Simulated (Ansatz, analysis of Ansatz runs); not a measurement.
**Zero-phonon line of the N3V centre in diamond (r2SCAN)**

Subject: N3V centre in diamond. Wanted: its zero-phonon line, in one set-up (r2SCAN, 64-site cell, r2SCAN lattice, 500 eV, k: the zone centre alone). The model is a cell of 64 host atoms with 1 site emptied, N put on another atom's site, N put on another atom's site and N put on another atom's site. The excitation energy is a difference of total energies with one electron moved up within one spin channel. A meta-GGA costs about twice a GGA and mends lattice constants and part of the gap.

Measured beforehand: Zero-phonon line, printed as 415 nm: 2.99 eV, by optical spectroscopy (quoted in “Electron paramagnetic resonance of the N2V− defect in 15N-doped synthetic diamond”, 2015, B. L. Green et al., quoting earlier work (1978)). The calculation is set beside it at the end.

Program: Ansatz 0.2.0. Level of theory: plane-wave PAW DFT, r2SCAN; relaxation of all atoms of a defect supercell. Results are calculated unless marked as measured.

**1. The starting structure**

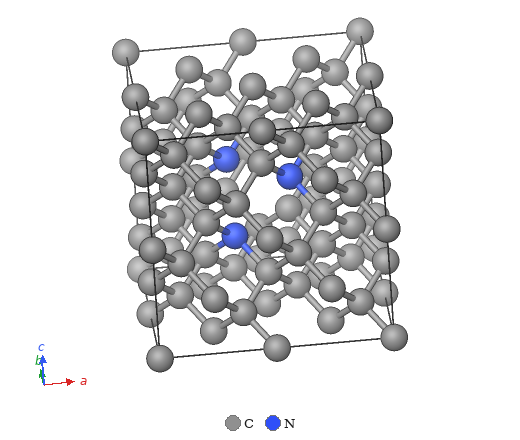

Start, viewed slightly off an axis; carbon grey, nitrogen blue. Bonds to atoms that aren't drawn are left out. Some periodic images of atoms are drawn too.

The cell holds 63 atoms: 60 C and 3 N. Its edges and angles: a = 7.121 Å, b = 7.121 Å, c = 7.121 Å, α = 90.0°, β = 90.0°, γ = 90.0°. It derives from C (space group Fd-3m). Nearest the centre at fractional (0.375, 0.375, 0.375): N26 at 1.54 Å, C48 at 1.54 Å, N41 at 1.54 Å, N4 at 1.54 Å, C52 at 2.52 Å, C45 at 2.52 Å, C30 at 2.52 Å, C7 at 2.52 Å.

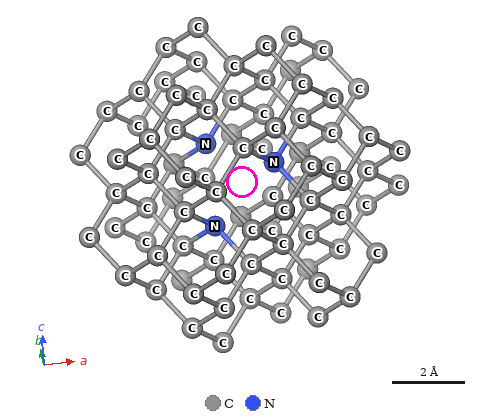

The atoms within 5 Å of the centre. A ring marks the centre wherever it is empty.

The host's primitive cell comes from a first run (plane-wave PAW DFT, r2SCAN; relaxation of the host's cell and atoms): vectors of 2.517, 2.517 and 2.517 Å. That is 5.64 Å³ an atom, 0.5 % under the diffraction cell's volume. The supercell is built on it.

**2. Relaxation, charge 0**

Every later number rests on the structure around the defect, so the atoms are relaxed at the host's lattice first.

File relax/input.yaml:

```yaml
relax:
  f_tol: 0.02
  max_steps: 80
  random_displacement: { amplitude: 0.02, seed: 688 }
crystal:
  lattice:
    - [7.12053983, 0.0, 0.0]
    - [0.0, 7.12053983, 0.0]
    - [0.0, 0.0, 7.12053983]
  atoms:
    - { symbol: C, position: [0.0, 0.0, 0.25] }
    - { symbol: C, position: [0.0, 0.25, 0.0] }
    - { symbol: C, position: [0.25, 0.0, 0.0] }
    - { symbol: "N", position: [0.25, 0.25, 0.25] }
    - { symbol: C, position: [0.125, 0.125, 0.375] }
    - { symbol: C, position: [0.125, 0.375, 0.125] }
    - { symbol: C, position: [0.375, 0.125, 0.125] }
    - { symbol: C, position: [0.0, 0.0, 0.75] }
    - { symbol: C, position: [0.0, 0.25, 0.5] }
    - { symbol: C, position: [0.25, 0.0, 0.5] }
    - { symbol: C, position: [0.25, 0.25, 0.75] }
    - { symbol: C, position: [0.125, 0.125, 0.875] }
    - { symbol: C, position: [0.125, 0.375, 0.625] }
    - { symbol: C, position: [0.375, 0.125, 0.625] }
    - { symbol: C, position: [0.375, 0.375, 0.875] }
    - { symbol: C, position: [0.0, 0.5, 0.25] }
    - { symbol: C, position: [0.0, 0.75, 0.0] }
    - { symbol: C, position: [0.25, 0.5, 0.0] }
    - { symbol: C, position: [0.25, 0.75, 0.25] }
    - { symbol: C, position: [0.125, 0.625, 0.375] }
    - { symbol: C, position: [0.125, 0.875, 0.125] }
    - { symbol: C, position: [0.375, 0.625, 0.125] }
    - { symbol: C, position: [0.375, 0.875, 0.375] }
    - { symbol: C, position: [0.0, 0.5, 0.75] }
    - { symbol: C, position: [0.0, 0.75, 0.5] }
    - { symbol: "N", position: [0.25, 0.5, 0.5] }
    - { symbol: C, position: [0.25, 0.75, 0.75] }
    - { symbol: C, position: [0.125, 0.625, 0.875] }
    - { symbol: C, position: [0.125, 0.875, 0.625] }
    - { symbol: C, position: [0.375, 0.625, 0.625] }
    - { symbol: C, position: [0.375, 0.875, 0.875] }
    - { symbol: C, position: [0.5, 0.0, 0.25] }
    - { symbol: C, position: [0.5, 0.25, 0.0] }
    - { symbol: C, position: [0.75, 0.0, 0.0] }
    - { symbol: C, position: [0.75, 0.25, 0.25] }
    - { symbol: C, position: [0.625, 0.125, 0.375] }
    - { symbol: C, position: [0.625, 0.375, 0.125] }
    - { symbol: C, position: [0.875, 0.125, 0.125] }
    - { symbol: C, position: [0.875, 0.375, 0.375] }
    - { symbol: C, position: [0.5, 0.0, 0.75] }
    - { symbol: "N", position: [0.5, 0.25, 0.5] }
    - { symbol: C, position: [0.75, 0.0, 0.5] }
    - { symbol: C, position: [0.75, 0.25, 0.75] }
    - { symbol: C, position: [0.625, 0.125, 0.875] }
    - { symbol: C, position: [0.625, 0.375, 0.625] }
    - { symbol: C, position: [0.875, 0.125, 0.625] }
    - { symbol: C, position: [0.875, 0.375, 0.875] }
    - { symbol: C, position: [0.5, 0.5, 0.25] }
    - { symbol: C, position: [0.5, 0.75, 0.0] }
    - { symbol: C, position: [0.75, 0.5, 0.0] }
    - { symbol: C, position: [0.75, 0.75, 0.25] }
    - { symbol: C, position: [0.625, 0.625, 0.375] }
    - { symbol: C, position: [0.625, 0.875, 0.125] }
    - { symbol: C, position: [0.875, 0.625, 0.125] }
    - { symbol: C, position: [0.875, 0.875, 0.375] }
    - { symbol: C, position: [0.5, 0.5, 0.75] }
    - { symbol: C, position: [0.5, 0.75, 0.5] }
    - { symbol: C, position: [0.75, 0.5, 0.5] }
    - { symbol: C, position: [0.75, 0.75, 0.75] }
    - { symbol: C, position: [0.625, 0.625, 0.875] }
    - { symbol: C, position: [0.625, 0.875, 0.625] }
    - { symbol: C, position: [0.875, 0.625, 0.625] }
    - { symbol: C, position: [0.875, 0.875, 0.875] }
basis:
  ecutwfc: 500
  xc_grid: 2
hamiltonian:
  xc: r2scan
kpoints:
  mp_grid: { grid: [1, 1, 1] }
magnetization:
  spin_polarized: true
  initial_magnetization: 1
  spin_locking: { lock_magnetization: hard }
scf:
  occupations: { method: fermi_dirac, width: 0.01 }
  max_iter: 120
output:
  forces: true
checkpoint:
  write: "../relax.run"
  compress: false
  write_wavefunctions: true
  write_every: 100000
```

Run with:

```bash
ansatz run input.yaml --threads 2 --pin off --max-ram 3768MiB --backend cpu --events-out ev --progress --plain --runs-dir out
```

Numbers of over 12 decimals in the logs are rounded to 6 here.

The log of the run:

```text
[... repeated set-up lines and file paths are left out, and long positions are rounded to six places ...]
Warning: This run holds its total moment fixed (magnetization.spin_locking.lock_magnetization: hard) and mixes its density by anderson or broyden (scf.mixing.algorithm, typed or taken by auto). [...]
Engine: ansatz 0.2.0, x86_64-unknown-linux-gnu
Pseudopotentials: kind: paw
Pseudopotential: C, paw, valence charge 4, recommended cutoff 500 eV (meta_gga), C.paw.azcp
Pseudopotential: N, paw, valence charge 5, recommended cutoff 500 eV (meta_gga), N.paw.azcp
Functional definition: r2SCAN
  parameter k0 = 0.174
  parameter k1 = 0.065
  parameter a1 = 4.9479
  exchange = r2scan_x(k0 = k0, k1 = k1, a1 = a1)
  correlation = r2scan_c
Crystal: 63 atoms, lattice volume = 361.026 Å³
Basis set: ecut = 500 eV, 9093 PW (Γ), exchange–correlation on 108×108×108 points (8 copies of the dense FFT grid, shifted against one another)
Bands: 191, of which v1, the nominal top of the filled ones, is band 128 counted from 1 (127 counted from 0)
Symmetry: 1 space group operations
k-points: 1
Non-local potential: C, projectors of the file, l = 0: 2, l = 1: 2, l = 2: 1
Non-local potential: N, projectors of the file, l = 0: 2, l = 1: 2, l = 2: 1
PAW form: soft (Blöchl's): semilocal exchange-correlation on the pseudo side does not see the compensation charge
PAW frozen core: C, regenerated for the run's functional (the file was generated under x = pbe(κ = 0.804, μ = 0.219515), c = pbe(β = 0.066725))
PAW frozen core: N, regenerated for the run's functional (the file was generated under x = pbe(κ = 0.804, μ = 0.219515), c = pbe(β = 0.066725))
PAW one-centre angular grid: C, 302 points (default); XC on 239 of its mesh's 2573 points in the sphere
PAW one-centre angular grid: N, 302 points (default); XC on 160 Gauss nodes
Initial density: superposition of atomic densities (chi_scale 0.1, normalization cell, long waves kept (reshape's long-wave potential 0.44 eV rms))
Starting moments: Σ|m| = 1 μB on 63 of 63 sites
Initial wavefunctions: pseudopotential atomic-orbital guess
Functional: x = r2scan, c = r2scan; τ floored in thin density (d = 2e-4 eV/Å³)
SCF iter   1: F=—  HF=-16242.372173 eV  |F-HF|=—  |Δ(HF+E_count)|=         —  Δρ=7.15e-2 (↑7.15e-2 ↓7.12e-2)  dr2=5.47e1  dr2_τ=3.79e0  dr2_m=2.86e-1  M=1.000 μB ∫|m|=1.003 μB  β_m=1.20  ethr=3.10e-3  ⟨swp⟩=7.0  Hψ=1536  notcnv=0  defer=96
preconditioner: auto → Resta (q_TF=auto, 2.575 Å⁻¹)  ε∞=3.9  [insulator: Δε(μ)=0.737 eV  Ē_g=18.176 eV  σ=0.010 eV  W_gap=1.00  n_scr=92 (ndim 8)  ℏωp=31.2 eV  f_vac=0.000  D(μ)=0.00/eV (n_scr^D=0)  ε∞_Penn≈3.9]
spin=Collinear: Resta preconditioning applied to the charge; magnetization (m = ρ↑ − ρ↓) channel mixes plain (no charge-response kernel on spin).
SCF iter   2: F=—  HF=-16239.238964 eV  |F-HF|=—  |Δ(HF+E_count)|=    3.13e0  Δρ=5.20e-2 (↑5.18e-2 ↓5.20e-2)  dr2=2.85e1  dr2_τ=1.49e-1  dr2_m=1.54e-2  M=1.000 μB ∫|m|=1.165 μB  β_m=1.20  ethr=3.10e-3  ⟨swp⟩=3.0  Hψ=701  notcnv=0  defer=110  κ⁻¹=1.0e0(r=1)
SCF iter   3: F=—  HF=-16236.166231 eV  |F-HF|=—  |Δ(HF+E_count)|=    3.07e0  Δρ=2.28e-2 (↑2.28e-2 ↓2.28e-2)  dr2=5.40e0  dr2_τ=3.47e-2  dr2_m=1.34e-2  M=1.000 μB ∫|m|=1.271 μB  β_m=1.20  ethr=3.10e-3  ⟨swp⟩=3.0  Hψ=608  notcnv=0  defer=110  κ⁻¹=1.8e-1(r=2)
SCF iter   4: F=—  HF=-16235.533229 eV  |F-HF|=—  |Δ(HF+E_count)|=   6.33e-1  Δρ=6.09e-3 (↑5.87e-3 ↓6.09e-3)  dr2=4.00e-1  dr2_τ=4.58e-3  dr2_m=1.61e-3  M=1.000 μB ∫|m|=1.259 μB  β_m=1.20  ethr=2.12e-3  ⟨swp⟩=3.5  Hψ=629  notcnv=0  defer=110  κ⁻¹=8.6e-3(r=3)
SCF iter   5: F=—  HF=-16235.609131 eV  |F-HF|=—  |Δ(HF+E_count)|=   7.59e-2  Δρ=2.78e-3 (↑2.78e-3 ↓2.58e-3)  dr2=4.82e-2  dr2_τ=1.14e-3  dr2_m=6.78e-4  M=1.000 μB ∫|m|=1.220 μB  β_m=1.20  ethr=1.57e-4  ⟨swp⟩=3.0  Hψ=478  notcnv=0  defer=110  κ⁻¹=1.5e-3(r=4)
SCF iter   6: F=—  HF=-16235.649482 eV  |F-HF|=—  |Δ(HF+E_count)|=   4.04e-2  Δρ=1.36e-3 (↑1.34e-3 ↓1.36e-3)  dr2=8.86e-3  dr2_τ=2.71e-4  dr2_m=6.41e-5  M=1.000 μB ∫|m|=1.219 μB  β_m=1.20  ethr=1.89e-5  ⟨swp⟩=3.5  Hψ=595  notcnv=0  defer=110  κ⁻¹=1.9e-4(r=5)
SCF iter   7: F=—  HF=-16235.657284 eV  |F-HF|=—  |Δ(HF+E_count)|=   7.80e-3  Δρ=6.55e-4 (↑6.41e-4 ↓6.55e-4)  dr2=2.05e-3  dr2_τ=6.70e-5  dr2_m=2.97e-5  M=1.000 μB ∫|m|=1.223 μB  β_m=1.20  ethr=3.48e-6  ⟨swp⟩=2.5  Hψ=555  notcnv=0  defer=110  κ⁻¹=7.4e-5(r=6)
SCF iter   8: F=—  HF=-16235.659070 eV  |F-HF|=—  |Δ(HF+E_count)|=   1.79e-3  Δρ=1.83e-4 (↑1.83e-4 ↓1.67e-4)  dr2=2.23e-4  dr2_τ=4.61e-6  dr2_m=2.88e-6  M=1.000 μB ∫|m|=1.224 μB  β_m=1.20  ethr=8.04e-7  ⟨swp⟩=2.0  Hψ=494  notcnv=0  defer=110  κ⁻¹=9.3e-6(r=7)
SCF iter   9: F=—  HF=-16235.659133 eV  |F-HF|=—  |Δ(HF+E_count)|=   6.34e-5  Δρ=6.60e-5 (↑6.08e-5 ↓6.60e-5)  dr2=2.71e-5  dr2_τ=5.28e-7  dr2_m=5.10e-7  M=1.000 μB ∫|m|=1.222 μB  β_m=1.20  ethr=8.74e-8  ⟨swp⟩=2.0  Hψ=518  notcnv=0  defer=110  κ⁻¹=1.8e-6(r=8)
SCF iter  10: F=-16235.659175 eV  HF=-16235.659162 eV  |F-HF|=1.31e-5  |Δ(HF+E_count)|=   2.87e-5  Δρ=2.77e-5 (↑2.77e-5 ↓2.77e-5)  dr2=5.35e-6  dr2_τ=8.31e-8  dr2_m=4.29e-8  M=1.000 μB ∫|m|=1.222 μB  ethr=3.92e-9  ⟨swp⟩=4.0  Hψ=973  notcnv=0
SCF 1 converged in 10 iterations: F = -16235.659175 eV  dr2 = 5.35e-6
  greatest PAW one-centre occupation: 0.800 electrons in one spin orbital (limit 2), on the N atom at site 40 (counted from 0), in its partial waves of l = 0
relax step   1: F+E_penalty+E_count = -16235.65917474 eV  Δ(F+E_penalty+E_count) = +0.000e0 eV  max|allowed force component| = 2.654e0 eV/Å  Δτ_max = 0.0000 Å  (10 SCF iters, dr2 threshold 1.00e-5 eV, accepted)
[... the SCF cycles and remarks between the steps are left out from here to the last step ...]
relax step   2: F+E_penalty+E_count = -16237.14244621 eV  Δ(F+E_penalty+E_count) = -1.483e0 eV  max|allowed force component| = 1.289e0 eV/Å  Δτ_max = 0.1234 Å  (7 SCF iters, dr2 threshold 1.00e-4 eV, accepted)
relax step   3: F+E_penalty+E_count = -16237.47720930 eV  Δ(F+E_penalty+E_count) = -3.348e-1 eV  max|allowed force component| = 9.052e-1 eV/Å  Δτ_max = 0.0609 Å  (7 SCF iters, dr2 threshold 1.00e-4 eV, accepted)
relax step   4: F+E_penalty+E_count = -16237.56898457 eV  Δ(F+E_penalty+E_count) = -9.178e-2 eV  max|allowed force component| = 5.897e-2 eV/Å  Δτ_max = 0.0206 Å  (5 SCF iters, dr2 threshold 1.00e-4 eV, accepted)
relax step   5: F+E_penalty+E_count = -16237.56899186 eV  Δ(F+E_penalty+E_count) = -7.294e-6 eV  max|allowed force component| = 5.981e-2 eV/Å  Δτ_max = 0.0000 Å  (6 SCF iters, accepted)
SCF iter   1: F=—  HF=-16237.569599 eV  |F-HF|=—  |Δ(HF+E_count)|=         —  Δρ=2.77e-4 (↑2.77e-4 ↓2.64e-4)  dr2=4.04e-4  dr2_τ=3.01e-4  dr2_m=4.89e-6  M=1.000 μB ∫|m|=1.260 μB  β_m=1.20  ethr=1.60e-6  ⟨swp⟩=5.0  Hψ=901  notcnv=0  defer=117
SCF iter   2: F=—  HF=-16237.569835 eV  |F-HF|=—  |Δ(HF+E_count)|=   2.36e-4  Δρ=1.88e-4 (↑1.88e-4 ↓1.88e-4)  dr2=1.72e-4  dr2_τ=2.34e-6  dr2_m=8.12e-8  M=1.000 μB ∫|m|=1.260 μB  β_m=1.20  ethr=1.59e-7  ⟨swp⟩=2.5  Hψ=652  notcnv=0  defer=117  κ⁻¹=1.0e0(r=1)
SCF iter   3: F=—  HF=-16237.569845 eV  |F-HF|=—  |Δ(HF+E_count)|=   9.70e-6  Δρ=1.00e-4 (↑1.00e-4 ↓9.95e-5)  dr2=4.36e-5  dr2_τ=5.63e-7  dr2_m=3.86e-8  M=1.000 μB ∫|m|=1.260 μB  β_m=1.20  ethr=6.76e-8  ⟨swp⟩=2.0  Hψ=430  notcnv=0  defer=117  κ⁻¹=1.2e-1(r=2)
SCF iter   4: F=—  HF=-16237.569784 eV  |F-HF|=—  |Δ(HF+E_count)|=   6.10e-5  Δρ=3.17e-5 (↑3.16e-5 ↓3.17e-5)  dr2=5.72e-6  dr2_τ=6.52e-8  dr2_m=8.94e-9  M=1.000 μB ∫|m|=1.260 μB  β_m=1.20  ethr=1.71e-8  ⟨swp⟩=2.0  Hψ=518  notcnv=0  defer=117  κ⁻¹=5.1e-3(r=3)
SCF iter   5: F=—  HF=-16237.569784 eV  |F-HF|=—  |Δ(HF+E_count)|=   5.41e-7  Δρ=8.25e-6 (↑8.25e-6 ↓8.21e-6)  dr2=4.99e-7  dr2_τ=5.84e-9  dr2_m=1.17e-8  M=1.000 μB ∫|m|=1.260 μB  β_m=1.20  ethr=2.24e-9  ⟨swp⟩=2.0  Hψ=518  notcnv=0  defer=117  κ⁻¹=7.7e-4(r=4)
SCF iter   6: F=—  HF=-16237.569784 eV  |F-HF|=—  |Δ(HF+E_count)|=   1.32e-7  Δρ=4.05e-6 (↑4.05e-6 ↓4.03e-6)  dr2=1.56e-7  dr2_τ=2.10e-9  dr2_m=1.34e-9  M=1.000 μB ∫|m|=1.260 μB  β_m=1.20  ethr=3.92e-11  ⟨swp⟩=4.0  Hψ=999  notcnv=0  κ⁻¹=1.9e-4(r=5)
SCF iter   7: F=-16237.569784 eV  HF=-16237.569784 eV  |F-HF|=5.70e-9  |Δ(HF+E_count)|=   3.58e-8  Δρ=1.58e-6 (↑1.55e-6 ↓1.58e-6)  dr2=1.40e-8  dr2_τ=3.89e-10  dr2_m=3.36e-10  M=1.000 μB ∫|m|=1.260 μB  ethr=3.92e-11  ⟨swp⟩=4.0  Hψ=896  notcnv=0
SCF 6 converged in 7 iterations: F = -16237.569784 eV  dr2 = 1.40e-8
relax step   6: F+E_penalty+E_count = -16237.56978432 eV  Δ(F+E_penalty+E_count) = -7.925e-4 eV  max|allowed force component| = 9.686e-3 eV/Å  Δτ_max = 0.0036 Å  (7 SCF iters, accepted)
NSCF: frozen V_eff on 1 k-points
the band table was solved once a step of the walk had ended and its energy, with any forces and stress, was formed, with the checks that follow a solve (2032 applications of the Hamiltonian). They found nothing against the state; [...]
iter 1 solved again at ethr=5.50e-12 eV; its pass at ethr=3.10e-3 eV (dr2=1.40e-8 eV) is discarded
SCF iter   1: F=—  HF=-16237.569784 eV  |F-HF|=—  |Δ(HF+E_count)|=         —  Δρ=1.58e-6 (↑1.55e-6 ↓1.58e-6)  dr2=1.40e-8  dr2_τ=3.89e-10  dr2_m=3.37e-10  M=1.000 μB ∫|m|=1.260 μB  β_m=1.20  ethr=5.50e-12  ⟨swp⟩=1.0  Hψ=1062  notcnv=0
SCF iter   2: F=-16237.569784 eV  HF=-16237.569784 eV  |F-HF|=3.24e-9  |Δ(HF+E_count)|=   3.68e-9  Δρ=1.12e-6 (↑1.12e-6 ↓1.12e-6)  dr2=7.60e-9  dr2_τ=1.81e-10  dr2_m=1.14e-11  M=1.000 μB ∫|m|=1.260 μB  ethr=5.48e-12  ⟨swp⟩=3.0  Hψ=653  notcnv=0
SCF 7 converged in 2 iterations: F = -16237.569784 eV  dr2 = 7.60e-9
NSCF: frozen V_eff on 1 k-points
the band table was solved once a step of the walk had ended and its energy, with any forces and stress, was formed, with the checks that follow a solve (1432 applications of the Hamiltonian). They found nothing against the state; [...]
SCF converged after 2 iterations
Stability not checked: this state was not tested for a lower state beside it, because the mixer in use, unlike msr1, does not test its closes by its own steps (another_mixer; see scf.mixing.algorithm and scf.lower_state_search)
Magnetization: 1.0000 μB (128.0000 up, 127.0000 down)
Absolute magnetization: 1.2605 μB (∫|ρ↑−ρ↓|, with the PAW one-centre terms)
Spin contamination: 0.0073 ħ² per cell (⟨S²⟩ above its minimum at these occupations)
Per-site moments (μB) at R_I (Å): [(0.00461632, 0.633304), (0.000983397, 0.630988), (0.000982836, 0.631007), [... 60 left out ...]
Free energy (F): -16237.569784 eV
Harris-Foulkes:  -16237.569784 eV  (|F-HF|=3.24e-9)
Internal energy: -16237.569784 eV  (E = F + TS)
E sigma→0 (E₀):  -16237.569784 eV
Fermi energy:    15.031755 (↑ 15.732364, ↓ 14.787005) eV
--- Per-component energies (eV) ---
  E_band       = 899.244755
  E_kinetic    = 5946.683210
  E_local      = -4300.526760  (includes V_loc(G=0)·N_el)
  E_nonlocal   = 1709.992799
  E_hartree    = 1000.429475
  E_xc         = -3052.133357
  E_vxc        = -4224.488645  (∫ρ·V_xc dr)
  E_paw        = -6433.355914  (= ΣΔE_a)
  E_vpaw       = -457.963135  (= ΣTr[D̂ρ^β])
  E_aug_tail   = 0.000320  (compensation charges beyond the density's cutoff)
  E_vtau       = 224.687870  (kinetic-family band-sum trace: ∫τ·v_τ [+ j·A + Jᵃ·Aᵃ] dr)
  E_ewald      = -11107.084440
  E_core_change = -1.575118  (= ΣΔE_core)
  E_smearing   = -0.000000  (= −TS)
  E_closure    = -0.000000  (closes the sum)
  Σ components = -16237.569784   (vs F -16237.569784, Δ=0.00e0)
--- Forces (eV/Å), atoms counted from 1 ---
  atom   1  C      0.00014808    -0.00067710    -0.00039318
  atom   2  C      0.00300050    -0.00410746    -0.00117701
  [... 1 atom left out ...]
  atom   4  N     -0.00442135    -0.00582745    -0.00510193
  atom   5  C      0.00719078     0.00465048     0.00498807
  [... 7 atoms left out ...]
  atom  13  C      0.00678281    -0.00308257    -0.00681112
  atom  14  C     -0.00698055     0.00573998    -0.00385149
  [... 5 atoms left out ...]
  atom  20  C      0.00351068    -0.00688188    -0.00396063
  [... 5 atoms left out ...]
  atom  26  N     -0.00477261     0.00593458     0.00322935
  [... 3 atoms left out ...]
  atom  30  C      0.00373928    -0.00783171    -0.00322799
  [... 10 atoms left out ...]
  atom  41  N      0.00304453    -0.00593962    -0.00027038
  [... 3 atoms left out ...]
  atom  45  C     -0.00471166     0.00432937    -0.00297881
  [... 2 atoms left out ...]
  atom  48  C     -0.00729729    -0.00691611     0.00797681
  [... 15 atoms left out ...]
  max |Σ_I F_I| component: 4.81e-3 eV/Å
--- Band table (eV) ---
  k-point 0 ↑: bands = ["-9.9298", "-8.2247", "-8.2241", "-7.7633", [... 183 left out ...] "24.2599", "24.2870", "24.2873", "24.4173"]
  k-point 0 ↓: bands = ["-9.9132", "-8.2106", "-8.2100", "-7.7358", [... 183 left out ...] "24.2981", "24.2982", "24.2984", "24.4464"]
--- Relaxed structure (6 steps of the walk, 6 accepted, 0 SCFs on fresh bases) ---
  F+E_penalty+E_count = -16237.56978432 eV   max|allowed force component| = 9.686e-3 eV/Å
  atoms:
    - { symbol: C, position: [-0.000785, -0.001305, 0.249948] }
    - { symbol: C, position: [-0.001177, 0.249608, -0.001333] }
    [... 1 atom left out ...]
    - { symbol: N, position: [0.240431, 0.239915, 0.238358] }
    - { symbol: C, position: [0.127041, 0.126530, 0.369375] }
    [... 7 atoms left out ...]
    - { symbol: C, position: [0.127039, 0.380261, 0.623122] }
    - { symbol: C, position: [0.380799, 0.126523, 0.623118] }
    [... 5 atoms left out ...]
    - { symbol: C, position: [0.125800, 0.624055, 0.380445] }
    [... 5 atoms left out ...]
    - { symbol: N, position: [0.240427, 0.511277, 0.509736] }
    [... 3 atoms left out ...]
    - { symbol: C, position: [0.369717, 0.624056, 0.624356] }
    [... 10 atoms left out ...]
    - { symbol: N, position: [0.511821, 0.239905, 0.509758] }
    [... 3 atoms left out ...]
    - { symbol: C, position: [0.624574, 0.369200, 0.624364] }
    [... 2 atoms left out ...]
    - { symbol: C, position: [0.512742, 0.512227, 0.237409] }
    [... 15 atoms left out ...]
```

Elapsed: 60 s, on 2 threads of Intel Xeon Gold 6455B (Sapphire Rapids), shared host; peak memory 0.96 GiB; 1.9 min of CPU time.

(Part 1 of 3 ends here.)

[Logs are printed without paths, hosts, clocks, repeated set-up lines and the standing remarks that a program may print on its own settings, such as how far it seeks lower states.]

[Hosts, paths, dates, database ids (printed as entryN), source tags and the programs' standing remarks are cut or masked in the printed files.]

[For some hosts the program warned that the k-mesh of the response run may be too coarse for force constants and the static dielectric constant; such warnings are not shown here.]
